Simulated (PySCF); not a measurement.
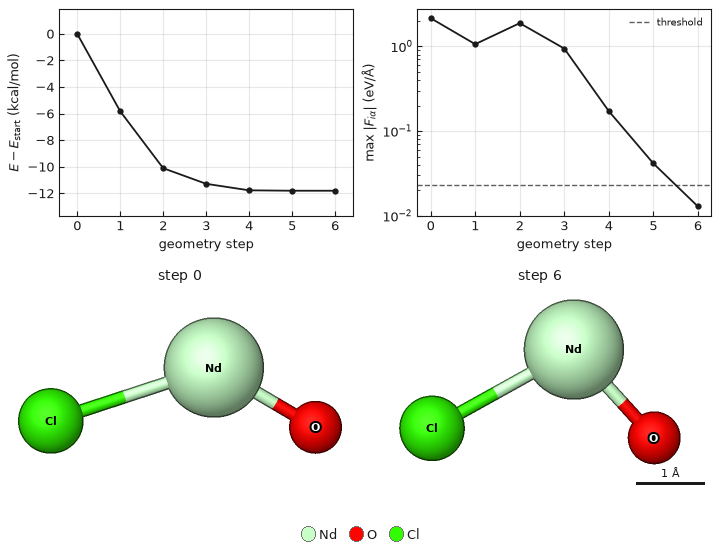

First and last geometry of a relaxation of NdOCl (charge +1), with the history of the run. A ball-and-stick model, seen face on.

These are results of RKS PBE0, Nd lcecp-2-SVP with ECP48, O def2-SVP, Cl def2-SVP; non-relativistic Hamiltonian with scalar-relativistic core potentials; density fitting in PySCF, not measurements. (symmetry kept (Cs))

What do the curves and the structures tell?

Answer. It converged. The atom that moves furthest after the best rigid fit is the O atom (0.35 Å). Largest moves by element: O 0.35 Å, Cl 0.34 Å, Nd 0.27 Å. Among the contacts that change: Cl–Nd 2.551 → 2.409 Å, Nd–O 1.763 → 1.782 Å. Among the angles between lasting bonds that change: O–Nd–Cl 131.8° → 103.7°. The energy falls by 11.8 kcal/mol in 6 geometry steps. Largest force component: 2.1 eV/Å at the start, 0.013 eV/Å at the end.
